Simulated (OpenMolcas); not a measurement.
# CH3ClFIn (SMILES [CH3][In]([F])[Cl]): a chain of runs, part 2 of 3

OpenMolcas 26.06. The steps go on from the part before.

## Step 5: An energy scan at SC-NEVPT2(2,2)/ANO-R1 (sfX2C, RICD fitting, pt2 variant SC-NEVPT2) (run 4)

The input, step4.inp:

```
>>> COPY $CurrDir/step2.RasOrb $Project.RasOrb
>>> ForEach K in (1, 2, 3, 4, 5, 6, 7, 8, 9)

&GATEWAY
  COORD=$CurrDir/point$K.xyz
  BASIS=ANO-R1
  GROUP=NoSym
  RICD

&SEWARD

&RASSCF
  FILEORB=$Project.RasOrb
  SPIN=1
  NACTEL=2 0 0
  INACTIVE=41
  RAS2=2
  ORBLISTING=Nothing

&CASPT2
  SC-NEVPT2
  FROZEN=25
>>> EndDo
```

On the command line:

```console
$ export MOLCAS_MEM=1860
$ pymolcas step4.inp > step4.log
```

Output:

```text
--- Start Module: gateway ---

                                              &GATEWAY

                       available to each process: 1.9 GB of memory, 1 thread

++    Symmetry information:
      ---------------------

                    Character Table for C1

                             E
                    a        1  x, y, xy, Rz, z, xz, Ry, yz, Rx, I
--

++    Basis set information:
      ----------------------

      Basis set label: C.ANO-R...3S2P1D.

      Electronic valence basis set:
      ------------------
      Associated Effective Charge   6.000000 au
      Associated Actual Charge      6.000000 au
      Nuclear Model: Finite nucleus - Gaussian distribution
        Gaussian exponent, Xi/bohr**(-2):  6.80775E+08

      Shell  nPrim  nBasis  Cartesian Spherical Contaminant
         s      12       3        X
         p       7       2        X
         d       3       1                 X

      Basis set label: IN.ANO-R...6S5P3D1F.

      Electronic valence basis set:
      ------------------
      Associated Effective Charge  49.000000 au
      Associated Actual Charge     49.000000 au
      Nuclear Model: Finite nucleus - Gaussian distribution
        Gaussian exponent, Xi/bohr**(-2):  1.95486E+08

      Shell  nPrim  nBasis  Cartesian Spherical Contaminant
         s      23       6        X
         p      18       5        X
         d      12       3                 X
         f       6       1                 X

      Basis set label: F.ANO-R...3S2P1D.

      Electronic valence basis set:
      ------------------
      Associated Effective Charge   9.000000 au
      Associated Actual Charge      9.000000 au
      Nuclear Model: Finite nucleus - Gaussian distribution
        Gaussian exponent, Xi/bohr**(-2):  5.35469E+08

      Shell  nPrim  nBasis  Cartesian Spherical Contaminant
         s      13       3        X
         p       8       2        X
         d       4       1                 X

      Basis set label: CL.ANO-R...4S3P1D.

      Electronic valence basis set:
      ------------------
      Associated Effective Charge  17.000000 au
      Associated Actual Charge     17.000000 au
      Nuclear Model: Finite nucleus - Gaussian distribution
        Gaussian exponent, Xi/bohr**(-2):  3.84638E+08

      Shell  nPrim  nBasis  Cartesian Spherical Contaminant
         s      17       4        X
         p      11       3        X
         d       7       1                 X

      Basis set label: H.ANO-R...2S1P.

      Electronic valence basis set:
      ------------------
      Associated Effective Charge   1.000000 au
      Associated Actual Charge      1.000000 au
      Nuclear Model: Finite nucleus - Gaussian distribution
        Gaussian exponent, Xi/bohr**(-2):  2.12482E+09

      Shell  nPrim  nBasis  Cartesian Spherical Contaminant
         s       7       2        X
         p       4       1        X
--

++    Molecular structure info:
      -------------------------

                    ************************************************
                    **** Cartesian Coordinates / bohr, angstrom ****
                    ************************************************

     Center  Label                x              y              z                     x              y              z
        1      C1              -0.875397       1.877810       0.675139             -0.463240       0.993694       0.357268
        2      IN2              0.601991      -1.518973      -0.858563              0.318560      -0.803806      -0.454332
        3      F3               4.220817      -2.046963      -1.267122              2.233560      -1.083206      -0.670532
        4      CL4             -1.513368      -5.076572      -2.278125             -0.800840      -2.686406      -1.205532
        5      H5              -2.103076       2.594594      -0.511738             -1.112900       1.373000      -0.270800
        6      H6              -1.821205       1.451298       2.453749             -0.963740       0.767994       1.298468
        7      H7               0.668698       3.198728       0.992424              0.353860       1.692694       0.525168

                    ***************************************
                    *    InterNuclear Distances / bohr    *
                    ***************************************

               1 C1            2 IN2           3 F3            4 CL4           5 H5            6 H6
    1 C1       0.000000
    2 IN2      4.009121        0.000000
    3 F3       6.719197        3.679890        0.000000
    4 CL4      7.582361        4.375661        6.563653        0.000000
    5 H5       1.851932        4.935495        7.880753        7.893964        0.000000
    6 H6       2.059106        5.066143        7.911304        8.068363        3.190719        0.000000
    7 H7       2.056630        5.068265        6.726096        9.161795        3.210952        3.374700

               7 H7
    7 H7       0.000000

                    *******************************************
                    *    InterNuclear Distances / angstrom    *
                    *******************************************

[... 150 lines left out ...]
                                         RASSCF iterations: Energy and convergence statistics
[... 23 lines left out ...]
      conf/sym  11     Coeff  Weight
[... 24 lines left out ...]
      Final state energy(ies):
[... 109 lines left out ...]
      Spin density orbitals for root   1 are written to the SPDORB.1 file
[... 93 lines left out ...]
      Reference energy:       -6478.5166877766
[... 16 lines left out ...]
      Total energy:           -6479.3678164658
[... 312 lines left out ...]
      Convergence after 10 iterations
[... 16 lines left out ...]
      Natural orbitals and occupation numbers for root  1
[... 23 lines left out ...]
::    RASSCF root number  1 Total energy:  -6478.52829310
[... 118 lines left out ...]
 ###    WARNING: User changed nr of frozen orbitals.                         ###
[... 84 lines left out ...]
      Total energy:           -6479.3792546525
[... 15 lines left out ...]
      Reference weight:           0.81161
[... 317 lines left out ...]
      Note: transformation to natural orbitals
[... 12 lines left out ...]
      *                                                    Final results                                                     *
[... 20 lines left out ...]
      Von Neumann Entropy (Root   1) =  0.09185
[... 163 lines left out ...]
      Imaginary shift                            0.00
[... 40 lines left out ...]
      Reference weight:           0.81099
[... 27 lines left out ...]
::    SC-NEVPT2 Root  1     Total energy:  -6479.37459625
[... 306 lines left out ...]
      printout of CI-coefficients larger than  0.05 for root  1
[... 12 lines left out ...]
++    Final optimization conditions:
[... 46 lines left out ...]
      Dipole Moment (debye):
[... 152 lines left out ...]
 Compute H0 matrices for state    1
[... 29 lines left out ...]
  FINAL SC-NEVPT2 RESULT:
[... 237 lines left out ...]
      Nuclear repulsion energy =  474.38218970
[... 91 lines left out ...]
      energy=   -6478.469150
[... 15 lines left out ...]
      RASSCF energy for state  1                  -6478.46914977
[... 118 lines left out ...]
      Natural orbitals for root   1 are written to the RASORB.1 file
[... 92 lines left out ...]
  FINAL PC-NEVPT2 RESULT:
[... 15 lines left out ...]
      Reference energy:       -6478.4691497725
[... 302 lines left out ...]
                                         RASSCF iterations: Energy and convergence statistics
[... 23 lines left out ...]
      conf/sym  11     Coeff  Weight
[... 24 lines left out ...]
      Final state energy(ies):
[... 109 lines left out ...]
      Spin density orbitals for root   1 are written to the SPDORB.1 file
[... 93 lines left out ...]
      Reference energy:       -6478.4296516454
[... 16 lines left out ...]
      Total energy:           -6479.2741277145
[... 310 lines left out ...]
      Convergence after 12 iterations
[... 16 lines left out ...]
      Natural orbitals and occupation numbers for root  1
[... 23 lines left out ...]
::    RASSCF root number  1 Total energy:  -6478.39621145
[... 116 lines left out ...]
 ###    WARNING: User changed nr of frozen orbitals.                         ###
[... 84 lines left out ...]
      Total energy:           -6479.2370382005
[... 15 lines left out ...]
      Reference weight:           0.81107
[... 315 lines left out ...]
      Note: transformation to natural orbitals
[... 12 lines left out ...]
      *                                                    Final results                                                     *
[... 20 lines left out ...]
      Von Neumann Entropy (Root   1) =  0.82687
[... 161 lines left out ...]
      Imaginary shift                            0.00
[... 40 lines left out ...]
      Reference weight:           0.81214
[... 27 lines left out ...]
::    SC-NEVPT2 Root  1     Total energy:  -6479.21061318
[... 305 lines left out ...]
      printout of CI-coefficients larger than  0.05 for root  1
[... 12 lines left out ...]
++    Final optimization conditions:
[... 46 lines left out ...]
      Dipole Moment (debye):
[... 54 lines left out ...]
      NBO located      1.000 non-bonded electrons on atom IN2
      NBO located      1.000 non-bonded electrons on atom IN2
      NBO located      1.000 non-bonded electrons on atom IN2
      NBO located      1.000 non-bonded electrons on atom IN2
      NBO located      1.000 non-bonded electrons on atom IN2
      NBO located      1.000 non-bonded electrons on atom IN2
      NBO located      1.000 non-bonded electrons on atom IN2
      NBO located      1.000 non-bonded electrons on atom F3
      NBO located      0.999 non-bonded electrons on atom CL4
      NBO located      1.000 non-bonded electrons on atom CL4
      NBO located      1.000 non-bonded electrons on atom CL4
      NBO located      1.000 non-bonded electrons on atom CL4
      NBO located      1.000 non-bonded electrons on atom CL4
      The remaining   13.396 electrons are to be considered as diffuse
--

--

      Average orbitals are written to the RASORB file
      Natural orbitals for root   1 are written to the RASORB.1 file
      Spin density orbitals for root   1 are written to the SPDORB.1 file

--- Stop Module: rasscf /rc=_RC_ALL_IS_WELL_ ---
--- Module rasscf spent 3 seconds ---

--- Start Module: caspt2 ---

                                              &CASPT2

                       available to each process: 1.9 GB of memory, 1 thread

 ###############################################################################
 ###    WARNING: User changed nr of frozen orbitals.                         ###
 ###############################################################################

++    Wave function specifications:
      -----------------------------

      Number of closed shell electrons          32
      Number of electrons in active shells       2
      Max number of holes in RAS1 space          0
      Max number of electrons in RAS3 space      0
      Number of inactive orbitals               16
      Number of active orbitals                  2
      Number of secondary orbitals              61
      Spin quantum number                      0.0
      State symmetry                             1
      Number of CSFs                             3
      Number of CASSCF root(s) available         1
      NEVPT2 state passed to geometry opt.       1
      A file JOBMIX will be created
      This is a CASSCF or RASSCF reference function
--

++    Orbital specifications:
      -----------------------

      Symmetry species                           1
                                                 a
      Frozen orbitals                           25
      Inactive orbitals                         16
      Active orbitals                            2
      Secondary orbitals                        61
      Deleted orbitals                           0
      Number of basis functions                104
--

++    NEVPT2 specifications:
      ----------------------

      Type of calculation                        SS-NEVPT2
      Internal contraction for energies          partially and strongly contracted
                                                 (PC-NEVPT2 and SC-NEVPT2)
      Denominator threshold for SC-NEVPT2        1.00E-09
      Fock operator                              state-specific
      0th-order Hamiltonian                      DYALL
      IPEA shift                                 0.00
      Real shift                                 0.00
      Imaginary shift                            0.00
      The input orbitals will be transformed to quasi-canonical
--

--------------------------------------------------------------------------------
 Estimated memory requirements:
  POLY3 :                   250070
  RHS:                      789316
  SIGMA :                   764352
  PRPCTL:                        0
 Available workspace:    232485298

++ NEVPT2 computation for group   1

********************************************************************************
 Multi-State initialization phase begins for group   1
--------------------------------------------------------------------------------
********************************************************************************
 Compute H0 matrices for state    1
--------------------------------------------------------------------------------
--------------------------------------------------------------------------------
 H0 matrices have been computed.

********************************************************************************
  NEVPT2 EQUATION SOLUTION
--------------------------------------------------------------------------------

  Total nr of NEVPT2 parameters:
   Before reduction:      643535
   After  reduction:      633165

 Variance of |WF0>:       3.8027956716
-----------------------------------------------------------------------------------------------------------------------------

  FINAL PC-NEVPT2 RESULT:

      Reference energy:       -6478.3633036913
      E2 (Non-variational):      -0.8352328188
      E2 (Variational):          -0.8352328188
      Total energy:           -6479.1985365101
      Residual norm:              0.0000000000
      Reference weight:           0.81296

      Contributions to the PC-NEVPT2 correlation energy
      Active & Virtual Only:         -0.0001540716
      One Inactive Excited:          -0.0391312937
      Two Inactive Excited:          -0.7959474536

  FINAL SC-NEVPT2 RESULT:

      Reference energy:       -6478.3633036913
      E2 (Non-variational):      -0.8351820307
      E2 (Variational):          -0.8351820307
      Total energy:           -6479.1984857220
      Residual norm:              0.0000000000
      Reference weight:           0.81307

      Contributions to the SC-NEVPT2 correlation energy
      Active & Virtual only:         -0.0001540906
      One Inactive Excited:          -0.0390812480
      Two Inactive Excited:          -0.7959466920

   (Skip denominator check etc. with SC-NEVPT2 wavefunction)

   (Skipping property calculation,
    use PROP keyword to activate)
--

  Total SC-NEVPT2 energies:
::    SC-NEVPT2 Root  1     Total energy:  -6479.19848572

  A NEW JOBIPH FILE NAMED 'JOBMIX' IS PREPARED.
********************************************************************************
--- Stop Module: caspt2 /rc=_RC_ALL_IS_WELL_ ---

>>> END FOREACH

.##################.
.# Happy landing! #.
.##################.

    Timing: Wall=129.50 User=119.19 System=9.97
```

Run time: 2.2 min. Hardware: 1 thread of Intel Xeon 6975P-C (Granite Rapids), shared host; peak memory 0.28 GiB.

The scan, from its lowest point:

```
H5–C1 (Å)  energy (kJ/mol)
    0.980             29.9
    1.089              0.0
    1.198             12.1
    1.362             68.1
    1.579            163.8
    1.852            275.9
    2.179            373.5
    2.614            442.6
    3.268            474.5
```

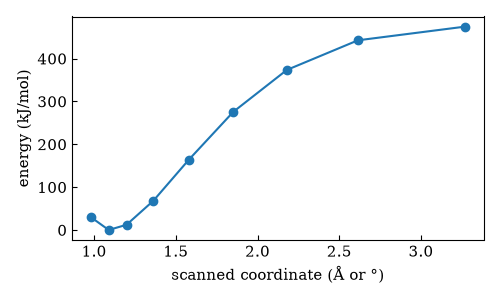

Energy along the scan.

[end of part 2 of 3]
